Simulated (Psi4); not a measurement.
SiO: geometry relaxation (part 3 of 3)

The same run, continued: SiO; PBE/def2-SVP, RKS, dispersion D3(BJ) (Psi4 1.11). The geometry comes from this level: PBE0-D4/def2-TZVP.

Geometry of the input (Å):
```
O  -0.6407  0.2315  -0.3240
Si 0.6407  -0.2315  0.3240
```

### The program's output, continued
```
 ------------------------------------------------------------------------------------

	total time  =          1 seconds =       0.02 minutes

         ------------------------------------------------------------
                                   SCF GRAD
         ------------------------------------------------------------

  ==> Geometry <==

    Molecular point group: c2v
    Full point group: C_inf_v

    Geometry (in Angstrom), charge = 0, multiplicity = 1:

       Center              X                  Y                   Z               Mass
    ------------   -----------------  -----------------  -----------------  -----------------
         O           -0.000000000000     0.000000000000    -0.982686929415    15.994914619570
         SI           0.000000000000    -0.000000000000     0.561819880904    27.976926534650

  Nuclear repulsion =   38.373315804802580

   => Molecular Quadrature <=

    Radial Scheme          =       TREUTLER
    Pruning Scheme         =           NONE
    Nuclear Scheme         =       TREUTLER

    Blocking Scheme        =         OCTREE
    BS radius alpha        =              1
    Pruning alpha          =              1
    Radial Points          =             75
    Spherical Points       =            302
    Total Points           =          42711
    Total Blocks           =            397
    Max Points             =            256
    Max Functions          =             32
    Weights Tolerance      =       1.00E-15

  -Total Gradient:
     Atom            X                  Y                   Z
    ------   -----------------  -----------------  -----------------
       1        0.000000000000     0.000000000000     0.000716975507
       2       -0.000000000000     0.000000000000    -0.000690320062

	total time  =          0 seconds =       0.00 minutes

    			-----------------------------------------

    			 OPTKING 3.0: for geometry optimizations

    			        with contributions from

    			-----------------------------------------

	                            ===> Fragment 1 <==

	 Z (Atomic Numbers)          Masses                          Geom
	       8.000000            15.994915         -0.00000000  0.00000000 -1.85700916
	      14.000000            27.976927          0.00000000 -0.00000000  1.06168571

	 - Coordinate -           - BOHR/RAD -       - ANG/DEG -
	 R(1,2)           =         2.918695           1.544507

	        --- Internal Coordinate Step in ANG or DEG, aJ/ANG or AJ/DEG ---
	-------------------------------------------------------------------------------
	           Coordinate      Previous         Force          Change          New
	           ----------      --------        ------          ------        ------
	               R(1,2)       1.54451        0.00580        0.00062       1.54513
	-------------------------------------------------------------------------------

	                                 ==> Convergence Check <==

	Measures of convergence in internal coordinates in au.

	Criteria marked as inactive (o), active & met (*), and active & unmet ( ).

	----------------------------------------------------------------------------------------------
	   Step    Total Energy     Delta E     Max Force     RMS Force      Max Disp      RMS Disp
	----------------------------------------------------------------------------------------------
	  Convergence Criteria     1.00e-06 *    3.00e-04 *             o    1.20e-03 *             o
	----------------------------------------------------------------------------------------------
	     3    -364.34455238   -4.92e-05      7.04e-04      7.04e-04 o    1.18e-03 *    1.18e-03 o  ~
	----------------------------------------------------------------------------------------------

Next Geometry in Ang
	Fragment 1 (Ang)

	    O  -0.0000000000   0.0000000000  -0.9829990445
	   Si   0.0000000000  -0.0000000000   0.5621319960

    Structure for next step:
    Molecular point group: c2v
    Full point group: C_inf_v

    Geometry (in Angstrom), charge = 0, multiplicity = 1:

    O            0.000000000000     0.000000000000    -0.983084093639
    SI          -0.000000000000    -0.000000000000     0.562046946870

gradient() will perform analytic gradient computation.

  ==> Geometry <==

    Molecular point group: c2v
    Full point group: C_inf_v

    Geometry (in Angstrom), charge = 0, multiplicity = 1:

       Center              X                  Y                   Z               Mass
    ------------   -----------------  -----------------  -----------------  -----------------
         O            0.000000000000    -0.000000000000    -0.983084093639    15.994914619570
         SI          -0.000000000000     0.000000000000     0.562046946870    27.976926534650

  Running in c2v symmetry.

  Rotational constants: A = ************  B =      0.69384  C =      0.69384 [cm^-1]
  Rotational constants: A = ************  B =  20800.76400  C =  20800.76400 [MHz]
  Nuclear repulsion =   38.357813053509012

  Charge       = 0
  Multiplicity = 1
  Electrons    = 22
  Nalpha       = 11
  Nbeta        = 11

   => Molecular Quadrature <=

    Radial Scheme          =       TREUTLER
    Pruning Scheme         =           NONE
    Nuclear Scheme         =       TREUTLER

    Blocking Scheme        =         OCTREE
    BS radius alpha        =              1
    Pruning alpha          =              1
    Radial Points          =             75
    Spherical Points       =            302
    Total Points           =          42715
    Total Blocks           =            398
    Max Points             =            256
    Max Functions          =             32
    Weights Tolerance      =       1.00E-15

   => Auxiliary Basis Set <=

  Basis Set: (DEF2-SVP AUX)
    Blend: DEF2-UNIVERSAL-JKFIT
    Number of shells: 63
    Number of basis functions: 205
    Number of Cartesian functions: 248
    Spherical Harmonics?: true
    Max angular momentum: 4

  Cached 100.0% of DFT collocation blocks in 0.036 [GiB].

  Minimum eigenvalue in the overlap matrix is 2.9594607377E-02.
  Reciprocal condition number of the overlap matrix is 9.3843435323E-03.
    Using symmetric orthogonalization.

  ==> Iterations <==

                           Total Energy        Delta E     RMS |[F,P]|

   @DF-RKS iter   0:  -364.34419965097055   -3.64344e+02   9.06335e-05
   @DF-RKS iter   1:  -364.34455262223992   -3.52971e-04   3.20321e-05 DIIS
   @DF-RKS iter   2:  -364.34454928697596    3.33526e-06   1.46862e-04 DIIS/ADIIS
   @DF-RKS iter   3:  -364.34455280835050   -3.52137e-06   5.14437e-06 DIIS
   @DF-RKS iter   4:  -364.34455281380332   -5.45282e-09   9.70015e-07 DIIS
   @DF-RKS iter   5:  -364.34455281397032   -1.67006e-10   1.11937e-07 DIIS
   @DF-RKS iter   6:  -364.34455281397265   -2.33058e-12   3.29546e-09 DIIS
  Energy and wave function converged.

  ==> Post-Iterations <==

   Electrons on quadrature grid:
      Ntotal   =   22.0000061896 ; deviation = 6.190e-06

    Orbital Energies [Eh]
    ---------------------

    Doubly Occupied:

       1A1   -65.431404     2A1   -18.749079     3A1    -5.089216
       1B1    -3.505671     1B2    -3.505671     4A1    -3.499093
       5A1    -0.838907     6A1    -0.386534     2B2    -0.288272
       2B1    -0.288272     7A1    -0.266938

    Virtual:

       3B2    -0.096743     3B1    -0.096743     8A1     0.027018
       9A1     0.157586     4B1     0.361493     4B2     0.361493
       1A2     0.395442    10A1     0.395443    11A1     0.416605
       5B1     0.476420     5B2     0.476420    12A1     0.756900
       6B2     0.968664     6B1     0.968664    13A1     1.013193
      14A1     1.164985    15A1     2.546963     2A2     2.546989
       7B2     2.677585     7B1     2.677585    16A1     3.128419

    Final Occupation by Irrep:
             A1    A2    B1    B2
    DOCC [     7,    0,    2,    2 ]
    NA   [     7,    0,    2,    2 ]
    NB   [     7,    0,    2,    2 ]

  @DF-RKS Final Energy:  -364.34455281397265

   => Energetics <=

    Nuclear Repulsion Energy =             38.3578130535090125
    One-Electron Energy =                -580.9640260474761817
    Two-Electron Energy =                 207.4570320113689377
    DFT Exchange-Correlation Energy =     -29.1947162615172395
    Empirical Dispersion Energy =          -0.0006555698572652
    VV10 Nonlocal Energy =                  0.0000000000000000
    Total Energy =                       -364.3445528139726548

Computation Completed

Properties will be evaluated at   0.000000,   0.000000,   0.000000 [a0]

Properties computed using the SCF density matrix

 Multipole Moments:

 ------------------------------------------------------------------------------------
     Multipole            Electronic (a.u.)      Nuclear  (a.u.)        Total (a.u.)
 ------------------------------------------------------------------------------------

 L = 1.  Multiply by 2.5417464519 to convert [e a0] to [Debye]
 Dipole X            :          0.0000000           -0.0000000           -0.0000000
 Dipole Y            :          0.0000000           -0.0000000           -0.0000000
 Dipole Z            :          0.9410304            0.0075296            0.9485600
 Magnitude           :                                                    0.9485600

 ------------------------------------------------------------------------------------

	total time  =          1 seconds =       0.02 minutes

         ------------------------------------------------------------
                                   SCF GRAD
         ------------------------------------------------------------

  ==> Geometry <==

    Molecular point group: c2v
    Full point group: C_inf_v

    Geometry (in Angstrom), charge = 0, multiplicity = 1:

       Center              X                  Y                   Z               Mass
    ------------   -----------------  -----------------  -----------------  -----------------
         O           -0.000000000000    -0.000000000000    -0.983084093639    15.994914619570
         SI           0.000000000000     0.000000000000     0.562046946870    27.976926534650

  Nuclear repulsion =   38.357813053509012

   => Molecular Quadrature <=

    Radial Scheme          =       TREUTLER
    Pruning Scheme         =           NONE
    Nuclear Scheme         =       TREUTLER

    Blocking Scheme        =         OCTREE
    BS radius alpha        =              1
    Pruning alpha          =              1
    Radial Points          =             75
    Spherical Points       =            302
    Total Points           =          42715
    Total Blocks           =            398
    Max Points             =            256
    Max Functions          =             32
    Weights Tolerance      =       1.00E-15

  -Total Gradient:
     Atom            X                  Y                   Z
    ------   -----------------  -----------------  -----------------
       1        0.000000000000     0.000000000000     0.000081320697
       2        0.000000000000    -0.000000000000    -0.000055129299

	total time  =          0 seconds =       0.00 minutes

    			-----------------------------------------

    			 OPTKING 3.0: for geometry optimizations

    			        with contributions from

    			-----------------------------------------

	                            ===> Fragment 1 <==

	 Z (Atomic Numbers)          Masses                          Geom
	       8.000000            15.994915         -0.00000000 -0.00000000 -1.85775970
	      14.000000            27.976927          0.00000000  0.00000000  1.06211480

	 - Coordinate -           - BOHR/RAD -       - ANG/DEG -
	 R(1,2)           =         2.919874           1.545131

	        --- Internal Coordinate Step in ANG or DEG, aJ/ANG or AJ/DEG ---
	-------------------------------------------------------------------------------
	           Coordinate      Previous         Force          Change          New
	           ----------      --------        ------          ------        ------
	               R(1,2)       1.54513        0.00056        0.00006       1.54519
	-------------------------------------------------------------------------------

	                                 ==> Convergence Check <==

	Measures of convergence in internal coordinates in au.

	Criteria marked as inactive (o), active & met (*), and active & unmet ( ).

	----------------------------------------------------------------------------------------------
	   Step    Total Energy     Delta E     Max Force     RMS Force      Max Disp      RMS Disp
	----------------------------------------------------------------------------------------------
	  Convergence Criteria     1.00e-06 *    3.00e-04 *             o    1.20e-03 *             o
	----------------------------------------------------------------------------------------------
	     4    -364.34455281   -4.37e-07 *    6.82e-05 *    6.82e-05 o    1.15e-04 *    1.15e-04 o  ~
	----------------------------------------------------------------------------------------------

Next Geometry in Ang
	Fragment 1 (Ang)

	    O  -0.0000000000  -0.0000000000  -0.9831144065
	   Si   0.0000000000   0.0000000000   0.5620772597

    Final optimized geometry and variables:
    Molecular point group: c2v
    Full point group: C_inf_v

    Geometry (in Angstrom), charge = 0, multiplicity = 1:

    O           -0.000000000000     0.000000000000    -0.983084093639
    SI           0.000000000000    -0.000000000000     0.562046946870

    Psi4 run time: 0:00:05.47

[set-up sections that repeat, and orbital energies of the middle runs, are left out above]
```

### Standard output
```
Optimizer: Optimization complete!
```

### Trajectory as extended XYZ (Å, eV, eV/Å), 4 frames, from step=0 to step=3
```
2
Properties=species:S:1:pos:R:3:forces:R:3 step=0 energy=-9914.28318
O    -0.6407    0.2315   -0.3240   -1.7933   0.6480  -0.9069
Si    0.6407   -0.2315    0.3240    1.7910  -0.6471   0.9057
2
Properties=species:S:1:pos:R:3:forces:R:3 step=1 energy=-9914.31900
O    -0.6565    0.2372   -0.3320   -0.3247   0.1173  -0.1642
Si    0.6498   -0.2348    0.3286    0.3234  -0.1168   0.1635
2
Properties=species:S:1:pos:R:3:forces:R:3 step=2 energy=-9914.32034
O    -0.6600    0.2385   -0.3338   -0.0313   0.0113  -0.0158
Si    0.6518   -0.2355    0.3296    0.0301  -0.0109   0.0152
2
Properties=species:S:1:pos:R:3:forces:R:3 step=3 energy=-9914.32035
O    -0.6604    0.2386   -0.3339   -0.0036   0.0013  -0.0018
Si    0.6519   -0.2356    0.3297    0.0024  -0.0009   0.0012
```

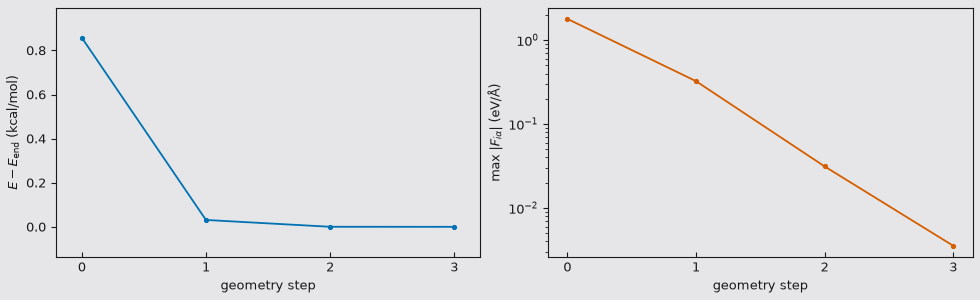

*Progress of the relaxation, step by step (steps are counted from 0).*

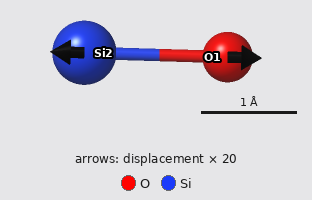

*The starting structure with the displacements as black arrows, magnified 20 times (ball-and-stick view, seen at a tilt). The two geometries are laid on each other by the best rigid fit.*

The largest moves after the best rigid fit, 0.018 Å, are those of O1 and Si2. By element the largest moves are O 0.018 Å, Si 0.018 Å. Among the contacts that change: O1–Si2 1.509 → 1.545 Å. The energy falls by 0.86 kcal/mol in 3 geometry steps. Largest force component: 1.8 eV/Å at the start, 0.0036 eV/Å at the end. (Atoms are counted from 1 in the order of the input.)

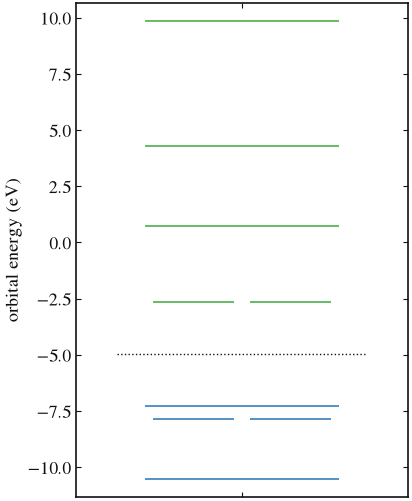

*Orbital energies near the frontier; the dotted line parts filled from empty levels, and levels within 0.02 eV of each other stand side by side.*

Highest filled −7.26 eV, lowest empty −2.63 eV, 4.63 eV apart.

### Results in brief

| quantity | value |
| --- | --- |
| outcome | converged |
| total energy | −364.344553 hartree |
| dispersion energy | −0.000656 hartree |
| HOMO | −7.26 eV |
| LUMO | −2.63 eV |
| dipole moment | 2.41 D |
| hardware | 1 thread of Intel Xeon (Sapphire Rapids), 32 GiB of memory available, shared host |
| wall time | 6.6 s |
| peak memory | 0.26 GiB |
